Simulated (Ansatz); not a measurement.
# Zn3Mo: relaxing a made-up structure, part 2 of 2

Starting from a made-up structure for Zn3Mo, the aim is the relaxed cell, its shortest contacts and, where a second run follows, its electronic structure.

Ansatz 0.2.0; DFT, r2SCAN, plane-wave PAW, files of the set soft_1, scalar-relativistic, no spin, cell and ions relaxed at zero pressure; PAW set soft_1 (the session's first sound run).

So far: The starting structure; Relaxation of the guess. The relaxed cell has a = 3.825 Å (conventional setting).

**3. Electronic structure of the relaxed cell**

A second self-consistent run takes a narrower smearing and the mesh shown in its input; the bands follow along the standard path of the relaxed lattice.

This step: DFT, r2SCAN, plane-wave PAW, files of the set soft_1, scalar-relativistic, no spin, bands and density of states at the relaxed cell; PAW set soft_1 (Ansatz 0.2.0).

The input, input.yaml:

```yaml
crystal:
  lattice:
    - [3.8254108183, 0.0, 0.0]
    - [0.0, 3.8254108183, 0.0]
    - [0.0, 0.0, 3.8254108183]
  atoms:
    - { symbol: Mo, position: [0.0, 0.0, 0.0] }
    - { symbol: Zn, position: [0.5, 0.5, 0.0] }
    - { symbol: Zn, position: [0.5, 0.0, 0.5] }
    - { symbol: Zn, position: [0.0, 0.5, 0.5] }
kpoints:
  mp_grid: { grid: [8, 8, 8] }
  band_path:
    path:
      - [[0.0, 0.0, 0.0], [0.0, 0.5, 0.0], [0.5, 0.5, 0.0], [0.0, 0.0, 0.0], [0.5, 0.5, 0.5], [0.0, 0.5, 0.0]]
      - [[0.5, 0.5, 0.0], [0.5, 0.5, 0.5]]
    npoints: 13
scf:
  occupations: { method: fermi_dirac, width: 0.03 }
  n_extra_bands: 8
hamiltonian:
  xc: r2scan
  pseudopotentials: { kind: paw, azcp: { folder: soft_1 } }
output:
  forces: true
  stress: true
  write_bands: true
  dos: { projected: true }
  write_density: true
  write_potential: true
  elf: true
  volumetric_format: npy
```

On the command line:

```console
$ ansatz run input.yaml --threads 4 --pin off --max-ram 10240MiB --backend cpu --events-out ev --progress --plain --runs-dir out
```

Numbers of over 12 decimals in the logs are rounded to 6 here.

The log of the run:

```text
[...]
Crystal: 4 atoms, lattice volume = 55.980 Å³
Basis set: ecut = 500 eV, 1365 PW (Γ), exchange–correlation on 120×120×120 points (64 copies of the dense FFT grid, shifted against one another)
Bands: 33, of which v1, the nominal top of the filled ones, is band 25 counted from 1 (24 counted from 0)
Symmetry: 48 space group operations
[...]
k-points: 35 of 512
[...]
SCF iter   1: F=—  HF=-14946.463799 eV  |F-HF|=—  |Δ(HF+E_count)|=         —  Δρ=9.80e-2  dr2=8.98e0  dr2_τ=3.69e-1  ethr=3.10e-3  ⟨swp⟩=6.8  Hψ=5514  notcnv=0
[...]
SCF iter  11: F=-14944.965809 eV  HF=-14944.965809 eV  |F-HF|=3.61e-9  |Δ(HF+E_count)|=   4.18e-8  Δρ=2.68e-6  dr2=4.15e-9  dr2_τ=7.92e-11  ethr=2.00e-10  ⟨swp⟩=15.1  Hψ=9051  notcnv=0
SCF 1 converged in 11 iterations: F = -14944.965809 eV  dr2 = 4.15e-9
[...]
NSCF: frozen V_eff on 80 k-points
SCF converged after 11 iterations
Free energy (F): -14944.965809 eV
[...]
Internal energy: -14944.962409 eV  (E = F + TS)
E sigma→0 (E₀):  -14944.964109 eV
Entropy (-TS):   -0.003400 eV (-0.850 meV/atom)
Fermi energy:    14.737222 eV
[...]
--- Stress (GPa, compression-positive) ---
        0.151036      -0.000000       0.000000
       -0.000000       0.151036       0.000000
        0.000000       0.000000       0.151036
  P = ⅓ Tr σ = 0.1510 GPa (1.510 kbar)
--- Band table (eV; the first three rows and the last of 35) ---
  k-point 0: bands = [... 21 lower, 12.6996, 14.6145, 14.6145, 14.6145, 15.0953, 15.0953, 15.0953, 20.6895, ... 4 higher]
  k-point 1: bands = [... 21 lower, 12.7109, 13.9688, 13.9688, 14.6326, 15.0892, 15.8722, 15.8722, 20.8278, ... 4 higher]
  k-point 2: bands = [... 21 lower, 12.7411, 13.2901, 13.2901, 14.8717, 15.0743, 16.9822, 16.9822, 19.6779, ... 4 higher]
  k-point 34: bands = [... 21 lower, 11.1827, 11.5034, 12.9089, 12.9089, 12.9089, 15.8346, 15.8346, 19.1613, ... 4 higher]
```

The job ended after 5.5 s (4 threads of Arm Neoverse V1, shared host; peak memory 0.52 GiB; 21 s of CPU time).

This step gave:

```
free energy             : -14944.9658 eV
energy at zero smearing : -14944.9641 eV
smearing term TS        : 0.003400 eV
Fermi energy            : 14.74 eV
pressure                : 0.1510 GPa
```

From bands.tsv, the bands that come nearest the Fermi level along the path, at its corners, in eV from the Fermi level:

| point | band 22 | band 23 | band 24 | band 25 | band 26 | band 27 | band 28 | band 29 |
| --- | --- | --- | --- | --- | --- | --- | --- | --- |
| Γ | -2.04 | -0.12 | -0.12 | -0.12 | 0.36 | 0.36 | 0.36 | 5.95 |
| X | -2.07 | -2.07 | -1.94 | 0.32 | 0.72 | 3.78 | 4.40 | 4.40 |
| M | -4.02 | -4.02 | -1.42 | -1.42 | 0.74 | 1.70 | 1.82 | 5.49 |
| Γ | -2.04 | -0.12 | -0.12 | -0.12 | 0.36 | 0.36 | 0.36 | 5.95 |
| R | -3.55 | -3.23 | -1.83 | -1.83 | -1.83 | 1.10 | 1.10 | 4.42 |
| X | -2.07 | -2.07 | -1.94 | 0.32 | 0.72 | 3.78 | 4.40 | 4.40 |
| M | -4.02 | -4.02 | -1.42 | -1.42 | 0.74 | 1.70 | 1.82 | 5.49 |
| R | -3.55 | -3.23 | -1.83 | -1.83 | -1.83 | 1.10 | 1.10 | 4.42 |

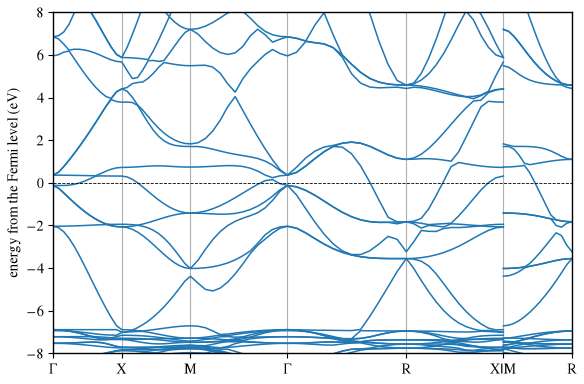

Bands along the path. 5 bands lie wholly below the window drawn.

States per cell as run, both spins, in windows of 1 eV, from dos.tsv (zero at the Fermi level):

```
from  to  total
  -8  -7  20.59
  -7  -6   2.23
  -6  -5   0.80
  -5  -4   0.85
  -4  -3   1.67
  -3  -2   2.15
  -2  -1   3.48
  -1   0   1.12
   0   1   1.78
   1   2   1.97
   2   3   1.47
   3   4   0.70
   4   5   1.95
   5   6   1.53
```

A further 17.2 states lie below the table's range.

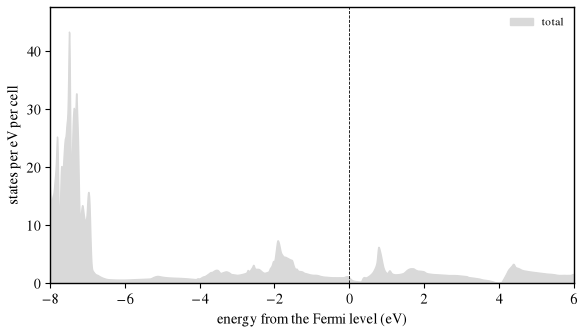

Total density of states, smoothed over about 0.04 eV.

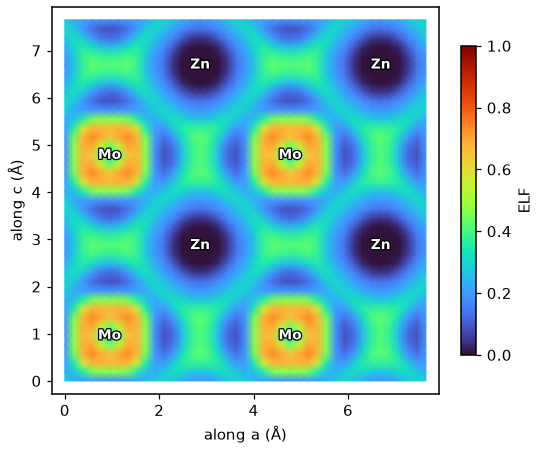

ELF in the ac plane at fractional y = 0.000, with atoms of Mo and Zn within 0.2 Å of it. It is the smooth field of the valence electrons, not physical close to the nuclei. The map starts off the cell's origin, so that atoms lie inside it.

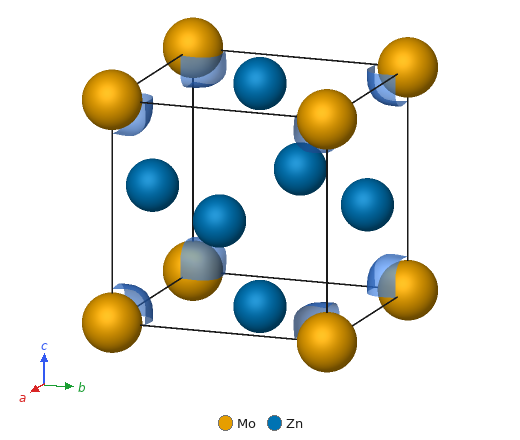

Surface of ELF = 0.66.

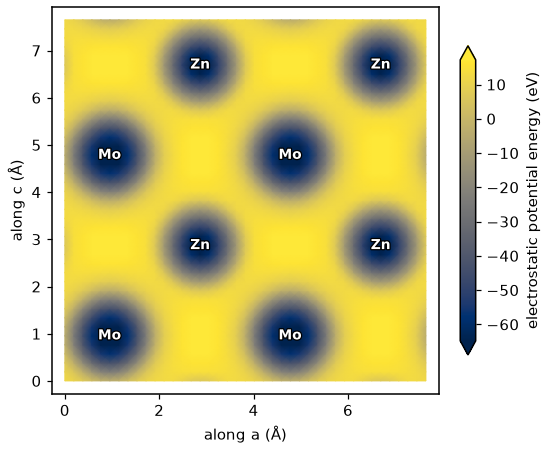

Electrostatic potential energy in the ac plane at fractional y = 0.000, with atoms of Mo and Zn within 0.2 Å of it. With pseudopotentials it is smooth inside the atoms' cores, unlike the true potential. The map starts off the cell's origin, so that atoms lie inside it.

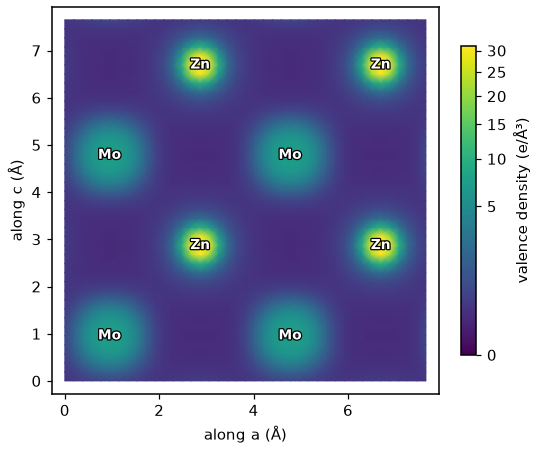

Valence density in the ac plane at fractional y = 0.000, with atoms of Mo and Zn within 0.2 Å of it. It is the smooth field of the valence electrons, not physical close to the nuclei. The map starts off the cell's origin, so that atoms lie inside it. The colour scale is stretched toward low values.

**4. What came out**

```yaml
space_group_relaxed: Pm-3m
conventional_cell: a = 3.825, b = 3.825, c = 3.825 Å; α = 90.0°, β = 90.0°, γ = 90.0°
volume_per_atom: 14.00 Å³ (guess 13.86)
```

Zn3Mo relaxes to Pm-3m with a = 3.825, b = 3.825 and c = 3.825 Å. The guessed volume was near the relaxed one. The space group Pm-3m was held in the relaxation, so the end point is a stationary structure within it and may be a saddle against distortions or other arrangements. Bands cross the Fermi level, so it is a metal or semimetal at this level. On the 8×8×8 mesh with the narrower smearing (relaxed on 7×7×7) the forces vanish, as symmetry may demand, and the largest stress component is 0.151 GPa, against the relaxation's thresholds of 0.015 eV/Å and 0.05 GPa. The cutoff wasn't tested. No dispersion term is used, so weakly bound directions may come out too long. The runs have no spin, and magnetism wasn't tested. Nothing here tests whether the compound is stable against decomposition.

[Logs are printed without paths, hosts, clocks, repeated set-up lines and the standing remarks that a program may print on its own settings, such as how far it seeks lower states.]

[Hosts, paths, dates, database ids (printed as entryN), source tags and the programs' standing remarks are cut or masked in the printed files.]
